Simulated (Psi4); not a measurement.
**BP86/cc-pVDZ (sweep point 8) run of CH4Si (SMILES C=[SiH2])**

Aim: the vertical singlet–triplet gap of CH4Si at BP86/cc-pVDZ (sweep point 8), from 2 runs. 

The results are computed with Psi4 1.11.

4 further runs of the same task are left out: 4 set aside as unsound or not needed.

## 1. The molecule

CH4Si: 6 atoms, total charge 0, spin state singlet. SMILES: `C=[SiH2]`. Geometry: relaxed at GFN2-xTB.

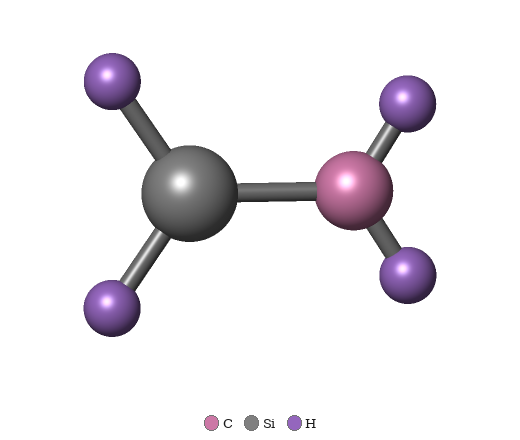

The structure, seen from a chosen angle (carbon pink, silicon grey, hydrogen purple).

## 2. The energy at BP86/cc-pVDZ (sweep point 8)

File calc.dat:

```
memory 1600 mb

molecule geom {
  0 1
  C     -1.39592179    -1.03398255    -0.50096640
  Si     1.15513289     0.85370267     0.41245162
  H     -2.66169814    -1.88331995     0.84684297
  H     -1.81965508    -1.43271476    -2.45048345
  H      1.80087120     1.44747352     3.02497909
  H      2.92127092     2.04884106    -1.33282384
  units au
  symmetry c1
}

set {
  basis                cc-pVDZ
  puream               true
  scf_type             pk
  dft_radial_points    250
  dft_spherical_points 1202
}

energy("bp86")
print_variables()
```

Command:

```bash
$ psi4 calc.dat calc.out -n 1
```

calc.out:

```text
[...]
  Running in c1 symmetry.
[...]
  Nuclear repulsion =   50.789467330722800
[...]
  Multiplicity = 1
[...]
  Nalpha       = 12
  Nbeta        = 12
[...]
    Number of basis functions: 52
[...]
   @RKS iter   1:  -329.50891884995389    3.02148e-02   1.65898e-02 ADIIS/DIIS
[...]
   @RKS iter   9:  -329.95965177256403   -2.58819e-09   1.03615e-07 DIIS
[...]
    Orbital Energies [Eh]
    ---------------------
    Doubly Occupied:
       1A    -65.476006     2A     -9.910944     3A     -5.070780
       4A     -3.483983     5A     -3.481393     6A     -3.479702
       7A     -0.609879     8A     -0.467300     9A     -0.377577
      10A     -0.323546    11A     -0.317376    12A     -0.204889
[...]
  @RKS Final Energy:  -329.95965177256403
   => Energetics <=
    Nuclear Repulsion Energy =             50.7894673307228004
    One-Electron Energy =                -555.2916335199062132
    Two-Electron Energy =                 202.3292664378826657
    DFT Exchange-Correlation Energy =     -27.7867520212633003
    Empirical Dispersion Energy =           0.0000000000000000
    VV10 Nonlocal Energy =                  0.0000000000000000
    Total Energy =                       -329.9596517725640297
[...]
 Multipole Moments:
 ------------------------------------------------------------------------------------
     Multipole            Electronic (a.u.)      Nuclear  (a.u.)        Total (a.u.)
 ------------------------------------------------------------------------------------
 L = 1.  Multiply by 2.5417464519 to convert [e a0] to [Debye]
 Dipole X            :          0.7085204           -0.5841856            0.1243348
 Dipole Y            :          0.5215645           -0.4294313            0.0921333
 Dipole Z            :          0.2503241           -0.2060642            0.0442599
 Magnitude           :                                                    0.1609553
[...]
```

It took 29 s on 1 thread of AMD EPYC 9R45 (Zen 5), shared host; peak memory 1.3 GiB.

## 3. The triplet, same level

calc.dat, as its differences from that of step 2:

```diff
@@ -1,5 +1,5 @@
-memory 1600 mb
+memory 1600 MB
 
-molecule geom {
-  0 1
+molecule mol {
+  0 3
   C     -1.39592179    -1.03398255    -0.50096640
@@ -14,4 +14,5 @@
 
-set {
+set globals {
   basis                cc-pVDZ
+  reference            uks
   puream               true
@@ -20,5 +21,5 @@
   dft_spherical_points 1202
+  maxiter              150
 }
 
-energy("bp86")
-print_variables()
+energy('bp86')
```

Command:

```bash
$ psi4 calc.dat calc.out -n 1
```

calc.out:

```text
[...]
  Running in c1 symmetry.
[...]
  Nuclear repulsion =   50.789467330722800
[...]
  Multiplicity = 3
[...]
  Nalpha       = 13
  Nbeta        = 11
[...]
    Number of basis functions: 52
[...]
   @UKS iter   1:  -329.67123769568474   -1.32104e-01   1.06968e-02 DIIS/ADIIS
[...]
   @UKS iter   8:  -329.86420009066205   -2.96475e-08   7.52709e-07 DIIS
[...]
   @S^2 Observed:                2.007131145E+00
[...]
    Orbital Energies [Eh]
    ---------------------
    Alpha Occupied:
       1A    -65.468395     2A     -9.935460     3A     -5.065374
       4A     -3.479985     5A     -3.475089     6A     -3.474761
       7A     -0.651831     8A     -0.472686     9A     -0.403930
      10A     -0.342976    11A     -0.308618    12A     -0.261412
      13A     -0.111979
    Alpha Virtual:
      14A     -0.004730    15A      0.037132    16A      0.037954
      17A      0.101232    18A      0.113041    19A      0.202368
      20A      0.246502    21A      0.261548    22A      0.283584
      23A      0.305027    24A      0.358672    25A      0.375824
[...]
  @UKS Final Energy:  -329.86420009066205
   => Energetics <=
    Nuclear Repulsion Energy =             50.7894673307228004
    One-Electron Energy =                -555.0594407124424379
    Two-Electron Energy =                 202.2349474427422820
    DFT Exchange-Correlation Energy =     -27.8291741516847217
    Empirical Dispersion Energy =           0.0000000000000000
    VV10 Nonlocal Energy =                  0.0000000000000000
    Total Energy =                       -329.8642000906620524
[...]
 Multipole Moments:
 ------------------------------------------------------------------------------------
     Multipole            Electronic (a.u.)      Nuclear  (a.u.)        Total (a.u.)
 ------------------------------------------------------------------------------------
 L = 1.  Multiply by 2.5417464519 to convert [e a0] to [Debye]
 Dipole X            :          0.1690219           -0.5841856           -0.4151637
 Dipole Y            :          0.1231737           -0.4294313           -0.3062576
 Dipole Z            :          0.0572945           -0.2060642           -0.1487698
 Magnitude           :                                                    0.5369237
[...]
```

It took 37 s on 1 thread of AMD EPYC 9R45 (Zen 5), shared host; peak memory 1.3 GiB.

## 4. What came out

Level: BP86/cc-pVDZ (sweep point 8).

| quantity | value |
| --- | --- |
| singlet: total energy | -329.95965 Eh |
| singlet: dipole moment | 0.41 D |
| singlet: HOMO energy | -5.58 eV |
| singlet: LUMO energy | -2.05 eV |
| singlet: HOMO–LUMO gap | 3.52 eV |
| triplet: total energy | -329.86420 Eh |
| triplet: dipole moment | 1.36 D |
| triplet: HOMO energy (highest over α and β) | -3.05 eV |
| triplet: ⟨S²⟩ | 2.007 |
| vertical energy of the triplet above the singlet | 2.597 eV |

What this shows: At this shape the triplet lies 2.60 eV (251 kJ/mol) above the singlet.
